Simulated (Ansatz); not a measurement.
**Molecular dynamics of SnNH7O (part 1 of 3)**

- system: SnNH7O
- method: RKS CAM-B3LYP-D4/def2-SVP (Ansatz 0.2.0)

It belongs to a series of runs on one base structure; here: dynamics from the highest image of the converged band. Figures and captions count atoms from 1; the log counts them from 0 in places.

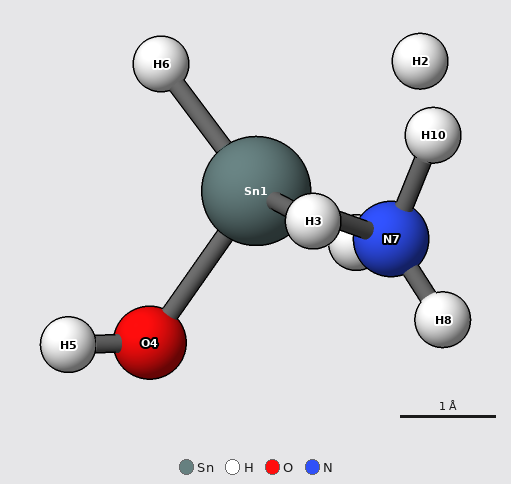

Fig. 1: The input geometry (ball-and-stick view, seen at a tilt; atoms are numbered from 1 in the order of the input). Sticks mark near contacts. Bond lengths as drawn: H–N 1.02 to 1.27 Å, H–O 0.96 Å, H–Sn 1.70 Å, N–Sn 2.16 Å and O–Sn 2.01 Å.

**Summary**

- outcome: finished
- mean temperature over the second half: 1371 K
- trajectory: 200 steps, 100 fs
- ensemble: nve
- temperature in the input: 100.0 K
- time step: 0.5 fs
- potential energy (last step): −9477.0865 eV
- mean-field energy (last step): −9476.9685 eV
- largest force (length of the vector) (last step): 1.926 eV/Å
- hardware: 2 threads of Arm Neoverse V2, 24 GiB of memory available, shared host
- wall time: 7.4 min (CPU time 14 min)
- peak memory: 0.21 GiB

So short a trajectory is not equilibrated.

**Input**
```yaml
crystal:
  periodic: [false, false, false]
  atoms:
    - { symbol: Sn, position_ang: [-0.019058, 0.30891, -0.017378] }
    - { symbol: H, position_ang: [0.970454, -0.224428, 1.900768] }
    - { symbol: H, position_ang: [1.285103, -0.415601, -0.838422] }
    - { symbol: O, position_ang: [-0.795886, 1.626595, -1.316931] }
    - { symbol: H, position_ang: [-1.321999, 1.222583, -2.016948] }
    - { symbol: H, position_ang: [-1.360343, -0.587263, 0.532402] }
    - { symbol: "N", position_ang: [0.61132, 1.919809, 1.280235] }
    - { symbol: H, position_ang: [1.363089, 2.506943, 0.9111] }
    - { symbol: H, position_ang: [-0.127555, 2.532081, 1.63443] }
    - { symbol: H, position_ang: [0.939777, 0.862672, 1.910842] }
basis:
  gaussian: { orbitals: def2-SVP }
hamiltonian:
  xc: cam_b3lyp
  dispersion: d4
md:
  timestep: 0.5
  n_steps: 200
  ensemble: nve
  temperature: 100.0
  initial_velocities: maxwell_boltzmann
  seed: 6770
```

Launched with:
```bash
ansatz run input.yaml --threads 2 --pin off --max-ram 3072MiB --backend cpu --events-out ev --progress --plain --runs-dir out
```

**What the program printed**
```
Engine: ansatz 0.2.0, aarch64-unknown-linux-gnu
Functional definition: CAM-B3LYP
  parameter alpha = 0.19
  parameter beta = 0.46
  parameter omega = 0.33/bohr
  parameter ac = 0.81
  exchange = (1 - alpha - beta)*b88_x + beta*b88_x_sr(omega) + alpha*exact_x + beta*exact_x_lr(omega)
  correlation = (1 - ac)*vwn5_c + ac*lyp_c
1049 factors; integrals over basis functions are off by at most 3.1e-4 eV
316 factors; integrals over basis functions are off by at most 8.7e-7 eV
mean field evaluation 1: about -9467.4074 eV, gradient 6.5e1 eV
mean field evaluation 2: about -9457.1534 eV, gradient 9.7e1 eV
mean field evaluation 4: about -9475.3561 eV, gradient 5.0e0 eV
mean field evaluation 8: about -9475.4259 eV, gradient 7.4e-2 eV
mean field evaluation 16: about -9475.4259 eV, gradient 6.1e-5 eV
mean field -9475.42592411 eV, -348.2154800366 hartree, gradient 6.1e-5 eV, S^2 0.000000; 0 other end points of the search recorded, 0 dependent functions left out
the calculation of the forces begins
reference -9475.42605287 eV, -348.2154847685 hartree; 22, 22 occupied and 67, 67 virtual orbitals, 1049 factors
md step     0: t =     0.00 fs  T =   100.0 K  F+E_penalty+E_count = -9475.57798464 eV  E_kin = 0.103408 eV  conserved = -9475.47457664 eV  (25 SCF iters)
these checks for a lower state are left out or cut short: starts, cluster_reference, orbital_swaps, neighbouring_geometries, increment
1049 factors; integrals over basis functions are off by at most 3.1e-4 eV
316 factors; integrals over basis functions are off by at most 8.8e-7 eV
mean field -9475.42316672 eV, -348.2153787044 hartree, gradient 1.9e-5 eV, S^2 0.000000; 0 other end points of the search recorded, 0 dependent functions left out
the calculation of the forces begins
reference -9475.42329546 eV, -348.2153834355 hartree; 22, 22 occupied and 67, 67 virtual orbitals, 1049 factors
md step     1: t =     0.50 fs  T =    97.3 K  F+E_penalty+E_count = -9475.57515423 eV  E_kin = 0.100637 eV  conserved = -9475.47451676 eV  (30 SCF iters)
[... from here on the SCF iterations and repeated set-up lines of each step are left out, up to the last step ...]
md step     2: t =     1.00 fs  T =    90.1 K  F+E_penalty+E_count = -9475.56757110 eV  E_kin = 0.093203 eV  conserved = -9475.47436820 eV  (30 SCF iters)
md step     3: t =     1.50 fs  T =    80.6 K  F+E_penalty+E_count = -9475.55753946 eV  E_kin = 0.083345 eV  conserved = -9475.47419404 eV  (24 SCF iters)
md step     4: t =     2.00 fs  T =    71.3 K  F+E_penalty+E_count = -9475.54776713 eV  E_kin = 0.073702 eV  conserved = -9475.47406533 eV  (24 SCF iters)
md step     5: t =     2.50 fs  T =    64.1 K  F+E_penalty+E_count = -9475.54026322 eV  E_kin = 0.066234 eV  conserved = -9475.47402907 eV  (23 SCF iters)
md step     6: t =     3.00 fs  T =    59.5 K  F+E_penalty+E_count = -9475.53560889 eV  E_kin = 0.061522 eV  conserved = -9475.47408700 eV  (25 SCF iters)
md step     7: t =     3.50 fs  T =    56.8 K  F+E_penalty+E_count = -9475.53292817 eV  E_kin = 0.058732 eV  conserved = -9475.47419628 eV  (25 SCF iters)
md step     8: t =     4.00 fs  T =    54.4 K  F+E_penalty+E_count = -9475.53054766 eV  E_kin = 0.056256 eV  conserved = -9475.47429200 eV  (25 SCF iters)
md step     9: t =     4.50 fs  T =    50.9 K  F+E_penalty+E_count = -9475.52700196 eV  E_kin = 0.052683 eV  conserved = -9475.47431869 eV  (26 SCF iters)
md step    10: t =     5.00 fs  T =    46.1 K  F+E_penalty+E_count = -9475.52189218 eV  E_kin = 0.047635 eV  conserved = -9475.47425728 eV  (24 SCF iters)
md step    11: t =     5.50 fs  T =    40.7 K  F+E_penalty+E_count = -9475.51617837 eV  E_kin = 0.042043 eV  conserved = -9475.47413576 eV  (24 SCF iters)
md step    12: t =     6.00 fs  T =    36.5 K  F+E_penalty+E_count = -9475.51174228 eV  E_kin = 0.037725 eV  conserved = -9475.47401726 eV  (24 SCF iters)
md step    13: t =     6.50 fs  T =    35.2 K  F+E_penalty+E_count = -9475.51041246 eV  E_kin = 0.036445 eV  conserved = -9475.47396718 eV  (24 SCF iters)
md step    14: t =     7.00 fs  T =    37.7 K  F+E_penalty+E_count = -9475.51295897 eV  E_kin = 0.038943 eV  conserved = -9475.47401628 eV  (25 SCF iters)
md step    15: t =     7.50 fs  T =    43.0 K  F+E_penalty+E_count = -9475.51861750 eV  E_kin = 0.044473 eV  conserved = -9475.47414427 eV  (25 SCF iters)
md step    16: t =     8.00 fs  T =    49.4 K  F+E_penalty+E_count = -9475.52539220 eV  E_kin = 0.051097 eV  conserved = -9475.47429493 eV  (25 SCF iters)
md step    17: t =     8.50 fs  T =    54.6 K  F+E_penalty+E_count = -9475.53091853 eV  E_kin = 0.056510 eV  conserved = -9475.47440815 eV  (25 SCF iters)
md step    18: t =     9.00 fs  T =    57.0 K  F+E_penalty+E_count = -9475.53340404 eV  E_kin = 0.058958 eV  conserved = -9475.47444572 eV  (30 SCF iters)
md step    19: t =     9.50 fs  T =    55.9 K  F+E_penalty+E_count = -9475.53224276 eV  E_kin = 0.057843 eV  conserved = -9475.47439992 eV  (27 SCF iters)
md step    20: t =    10.00 fs  T =    52.1 K  F+E_penalty+E_count = -9475.52814583 eV  E_kin = 0.053855 eV  conserved = -9475.47429118 eV  (25 SCF iters)
md step    21: t =    10.50 fs  T =    47.1 K  F+E_penalty+E_count = -9475.52281774 eV  E_kin = 0.048657 eV  conserved = -9475.47416058 eV  (25 SCF iters)
md step    22: t =    11.00 fs  T =    42.8 K  F+E_penalty+E_count = -9475.51830096 eV  E_kin = 0.044243 eV  conserved = -9475.47405811 eV  (24 SCF iters)
md step    23: t =    11.50 fs  T =    40.8 K  F+E_penalty+E_count = -9475.51619064 eV  E_kin = 0.042167 eV  conserved = -9475.47402364 eV  (25 SCF iters)
md step    24: t =    12.00 fs  T =    41.5 K  F+E_penalty+E_count = -9475.51702401 eV  E_kin = 0.042959 eV  conserved = -9475.47406541 eV  (25 SCF iters)
md step    25: t =    12.50 fs  T =    44.5 K  F+E_penalty+E_count = -9475.52016849 eV  E_kin = 0.046018 eV  conserved = -9475.47415021 eV  (24 SCF iters)
md step    26: t =    13.00 fs  T =    48.5 K  F+E_penalty+E_count = -9475.52434207 eV  E_kin = 0.050124 eV  conserved = -9475.47421760 eV  (31 SCF iters)
md step    27: t =    13.50 fs  T =    52.5 K  F+E_penalty+E_count = -9475.52853915 eV  E_kin = 0.054325 eV  conserved = -9475.47421420 eV  (30 SCF iters)
md step    28: t =    14.00 fs  T =    56.8 K  F+E_penalty+E_count = -9475.53284077 eV  E_kin = 0.058713 eV  conserved = -9475.47412756 eV  (30 SCF iters)
md step    29: t =    14.50 fs  T =    62.5 K  F+E_penalty+E_count = -9475.53860371 eV  E_kin = 0.064608 eV  conserved = -9475.47399558 eV  (31 SCF iters)
md step    30: t =    15.00 fs  T =    71.6 K  F+E_penalty+E_count = -9475.54789071 eV  E_kin = 0.074007 eV  conserved = -9475.47388387 eV  (31 SCF iters)
md step    31: t =    15.50 fs  T =    85.7 K  F+E_penalty+E_count = -9475.56248608 eV  E_kin = 0.088640 eV  conserved = -9475.47384647 eV  (31 SCF iters)
md step    32: t =    16.00 fs  T =   105.6 K  F+E_penalty+E_count = -9475.58308099 eV  E_kin = 0.109180 eV  conserved = -9475.47390127 eV  (30 SCF iters)
md step    33: t =    16.50 fs  T =   130.5 K  F+E_penalty+E_count = -9475.60900674 eV  E_kin = 0.134971 eV  conserved = -9475.47403608 eV  (30 SCF iters)
md step    34: t =    17.00 fs  T =   158.8 K  F+E_penalty+E_count = -9475.63844006 eV  E_kin = 0.164207 eV  conserved = -9475.47423341 eV  (30 SCF iters)
md step    35: t =    17.50 fs  T =   187.8 K  F+E_penalty+E_count = -9475.66872627 eV  E_kin = 0.194241 eV  conserved = -9475.47448482 eV  (31 SCF iters)
md step    36: t =    18.00 fs  T =   214.5 K  F+E_penalty+E_count = -9475.69660836 eV  E_kin = 0.221834 eV  conserved = -9475.47477466 eV  (31 SCF iters)
md step    37: t =    18.50 fs  T =   235.5 K  F+E_penalty+E_count = -9475.71857363 eV  E_kin = 0.243533 eV  conserved = -9475.47504058 eV  (30 SCF iters)
md step    38: t =    19.00 fs  T =   248.2 K  F+E_penalty+E_count = -9475.73185010 eV  E_kin = 0.256704 eV  conserved = -9475.47514581 eV  (27 SCF iters)
md step    39: t =    19.50 fs  T =   252.8 K  F+E_penalty+E_count = -9475.73637346 eV  E_kin = 0.261451 eV  conserved = -9475.47492216 eV  (30 SCF iters)
md step    40: t =    20.00 fs  T =   254.0 K  F+E_penalty+E_count = -9475.73698632 eV  E_kin = 0.262660 eV  conserved = -9475.47432631 eV  (31 SCF iters, 3 dispersion substeps)
md step    41: t =    20.50 fs  T =   261.1 K  F+E_penalty+E_count = -9475.74361905 eV  E_kin = 0.269999 eV  conserved = -9475.47361988 eV  (31 SCF iters, 3 dispersion substeps)
md step    42: t =    21.00 fs  T =   284.2 K  F+E_penalty+E_count = -9475.76715100 eV  E_kin = 0.293844 eV  conserved = -9475.47330740 eV  (30 SCF iters, 3 dispersion substeps)
md step    43: t =    21.50 fs  T =   327.3 K  F+E_penalty+E_count = -9475.81215030 eV  E_kin = 0.338426 eV  conserved = -9475.47372455 eV  (31 SCF iters, 3 dispersion substeps)
md step    44: t =    22.00 fs  T =   384.5 K  F+E_penalty+E_count = -9475.87230149 eV  E_kin = 0.397629 eV  conserved = -9475.47467211 eV  (31 SCF iters, 3 dispersion substeps)
md step    45: t =    22.50 fs  T =   442.7 K  F+E_penalty+E_count = -9475.93340880 eV  E_kin = 0.457830 eV  conserved = -9475.47557838 eV  (31 SCF iters, 3 dispersion substeps)
md step    46: t =    23.00 fs  T =   489.0 K  F+E_penalty+E_count = -9475.98168936 eV  E_kin = 0.505695 eV  conserved = -9475.47599405 eV  (31 SCF iters, 3 dispersion substeps)
md step    47: t =    23.50 fs  T =   517.0 K  F+E_penalty+E_count = -9476.01049982 eV  E_kin = 0.534648 eV  conserved = -9475.47585176 eV  (30 SCF iters, 3 dispersion substeps)
md step    48: t =    24.00 fs  T =   528.3 K  F+E_penalty+E_count = -9476.02164003 eV  E_kin = 0.546288 eV  conserved = -9475.47535217 eV  (31 SCF iters, 3 dispersion substeps)
md step    49: t =    24.50 fs  T =   529.8 K  F+E_penalty+E_count = -9476.02258716 eV  E_kin = 0.547845 eV  conserved = -9475.47474243 eV  (30 SCF iters, 3 dispersion substeps)
md step    50: t =    25.00 fs  T =   530.5 K  F+E_penalty+E_count = -9476.02279638 eV  E_kin = 0.548598 eV  conserved = -9475.47419875 eV  (31 SCF iters, 3 dispersion substeps)
md step    51: t =    25.50 fs  T =   538.7 K  F+E_penalty+E_count = -9476.03089598 eV  E_kin = 0.557071 eV  conserved = -9475.47382465 eV  (31 SCF iters, 3 dispersion substeps)
md step    52: t =    26.00 fs  T =   560.2 K  F+E_penalty+E_count = -9476.05294052 eV  E_kin = 0.579250 eV  conserved = -9475.47369035 eV  (31 SCF iters, 3 dispersion substeps)
md step    53: t =    26.50 fs  T =   597.0 K  F+E_penalty+E_count = -9476.09122864 eV  E_kin = 0.617377 eV  conserved = -9475.47385147 eV  (31 SCF iters, 3 dispersion substeps)
md step    54: t =    27.00 fs  T =   647.0 K  F+E_penalty+E_count = -9476.14340792 eV  E_kin = 0.669067 eV  conserved = -9475.47434077 eV  (30 SCF iters, 3 dispersion substeps)
md step    55: t =    27.50 fs  T =   703.0 K  F+E_penalty+E_count = -9476.20204904 eV  E_kin = 0.726923 eV  conserved = -9475.47512609 eV  (30 SCF iters, 3 dispersion substeps)
md step    56: t =    28.00 fs  T =   753.6 K  F+E_penalty+E_count = -9476.25531499 eV  E_kin = 0.779260 eV  conserved = -9475.47605525 eV  (26 SCF iters, 3 dispersion substeps)
md step    57: t =    28.50 fs  T =   786.0 K  F+E_penalty+E_count = -9476.28955467 eV  E_kin = 0.812745 eV  conserved = -9475.47680962 eV  (31 SCF iters, 3 dispersion substeps)
md step    58: t =    29.00 fs  T =   790.5 K  F+E_penalty+E_count = -9476.29436530 eV  E_kin = 0.817414 eV  conserved = -9475.47695082 eV  (31 SCF iters, 3 dispersion substeps)
md step    59: t =    29.50 fs  T =   766.8 K  F+E_penalty+E_count = -9476.26914527 eV  E_kin = 0.792977 eV  conserved = -9475.47616797 eV  (31 SCF iters, 3 dispersion substeps)
md step    60: t =    30.00 fs  T =   727.7 K  F+E_penalty+E_count = -9476.22721329 eV  E_kin = 0.752526 eV  conserved = -9475.47468749 eV  (31 SCF iters, 3 dispersion substeps)
md step    61: t =    30.50 fs  T =   694.7 K  F+E_penalty+E_count = -9476.19174087 eV  E_kin = 0.718345 eV  conserved = -9475.47339574 eV  (30 SCF iters, 3 dispersion substeps)
md step    62: t =    31.00 fs  T =   685.9 K  F+E_penalty+E_count = -9476.18246115 eV  E_kin = 0.709271 eV  conserved = -9475.47318992 eV  (30 SCF iters, 3 dispersion substeps)
md step    63: t =    31.50 fs  T =   704.6 K  F+E_penalty+E_count = -9476.20271085 eV  E_kin = 0.728623 eV  conserved = -9475.47408769 eV  (31 SCF iters, 3 dispersion substeps)
md step    64: t =    32.00 fs  T =   738.6 K  F+E_penalty+E_count = -9476.23905986 eV  E_kin = 0.763787 eV  conserved = -9475.47527293 eV  (31 SCF iters, 3 dispersion substeps)
md step    65: t =    32.50 fs  T =   770.7 K  F+E_penalty+E_count = -9476.27298828 eV  E_kin = 0.797011 eV  conserved = -9475.47597679 eV  (31 SCF iters, 3 dispersion substeps)
md step    66: t =    33.00 fs  T =   789.6 K  F+E_penalty+E_count = -9476.29252966 eV  E_kin = 0.816518 eV  conserved = -9475.47601148 eV  (30 SCF iters, 3 dispersion substeps)
md step    67: t =    33.50 fs  T =   793.2 K  F+E_penalty+E_count = -9476.29583575 eV  E_kin = 0.820233 eV  conserved = -9475.47560245 eV  (30 SCF iters, 3 dispersion substeps)
md step    68: t =    34.00 fs  T =   786.5 K  F+E_penalty+E_count = -9476.28833143 eV  E_kin = 0.813289 eV  conserved = -9475.47504232 eV  (31 SCF iters, 3 dispersion substeps)
md step    69: t =    34.50 fs  T =   777.3 K  F+E_penalty+E_count = -9476.27833268 eV  E_kin = 0.803803 eV  conserved = -9475.47452962 eV  (31 SCF iters, 3 dispersion substeps)
md step    70: t =    35.00 fs  T =   773.2 K  F+E_penalty+E_count = -9476.27376997 eV  E_kin = 0.799598 eV  conserved = -9475.47417234 eV  (31 SCF iters, 3 dispersion substeps)
md step    71: t =    35.50 fs  T =   779.6 K  F+E_penalty+E_count = -9476.28023521 eV  E_kin = 0.806199 eV  conserved = -9475.47403598 eV  (31 SCF iters, 3 dispersion substeps)
md step    72: t =    36.00 fs  T =   798.4 K  F+E_penalty+E_count = -9476.29977045 eV  E_kin = 0.825600 eV  conserved = -9475.47417046 eV  (31 SCF iters, 3 dispersion substeps)
md step    73: t =    36.50 fs  T =   827.2 K  F+E_penalty+E_count = -9476.33003297 eV  E_kin = 0.855429 eV  conserved = -9475.47460435 eV  (27 SCF iters, 3 dispersion substeps)
md step    74: t =    37.00 fs  T =   859.4 K  F+E_penalty+E_count = -9476.36394781 eV  E_kin = 0.888640 eV  conserved = -9475.47530764 eV  (31 SCF iters, 3 dispersion substeps)
md step    75: t =    37.50 fs  T =   884.2 K  F+E_penalty+E_count = -9476.39041899 eV  E_kin = 0.914289 eV  conserved = -9475.47613022 eV  (31 SCF iters, 3 dispersion substeps)
md step    76: t =    38.00 fs  T =   889.9 K  F+E_penalty+E_count = -9476.39697168 eV  E_kin = 0.920221 eV  conserved = -9475.47675066 eV  (31 SCF iters, 3 dispersion substeps)
md step    77: t =    38.50 fs  T =   868.6 K  F+E_penalty+E_count = -9476.37490793 eV  E_kin = 0.898181 eV  conserved = -9475.47672743 eV  (31 SCF iters, 3 dispersion substeps)
md step    78: t =    39.00 fs  T =   822.1 K  F+E_penalty+E_count = -9476.32586478 eV  E_kin = 0.850087 eV  conserved = -9475.47577770 eV  (31 SCF iters, 3 dispersion substeps)
md step    79: t =    39.50 fs  T =   765.1 K  F+E_penalty+E_count = -9476.26541689 eV  E_kin = 0.791206 eV  conserved = -9475.47421061 eV  (31 SCF iters, 3 dispersion substeps)
md step    80: t =    40.00 fs  T =   720.2 K  F+E_penalty+E_count = -9476.21773402 eV  E_kin = 0.744738 eV  conserved = -9475.47299628 eV  (31 SCF iters, 3 dispersion substeps)
md step    81: t =    40.50 fs  T =   704.1 K  F+E_penalty+E_count = -9476.20112260 eV  E_kin = 0.728120 eV  conserved = -9475.47300277 eV  (31 SCF iters, 3 dispersion substeps)
md step    82: t =    41.00 fs  T =   717.0 K  F+E_penalty+E_count = -9476.21557014 eV  E_kin = 0.741469 eV  conserved = -9475.47410121 eV  (31 SCF iters, 3 dispersion substeps)
md step    83: t =    41.50 fs  T =   743.8 K  F+E_penalty+E_count = -9476.24452269 eV  E_kin = 0.769165 eV  conserved = -9475.47535767 eV  (31 SCF iters, 3 dispersion substeps)
md step    84: t =    42.00 fs  T =   766.2 K  F+E_penalty+E_count = -9476.26833947 eV  E_kin = 0.792342 eV  conserved = -9475.47599757 eV  (31 SCF iters, 3 dispersion substeps)
md step    85: t =    42.50 fs  T =   773.8 K  F+E_penalty+E_count = -9476.27610201 eV  E_kin = 0.800216 eV  conserved = -9475.47588639 eV  (31 SCF iters, 3 dispersion substeps)
```
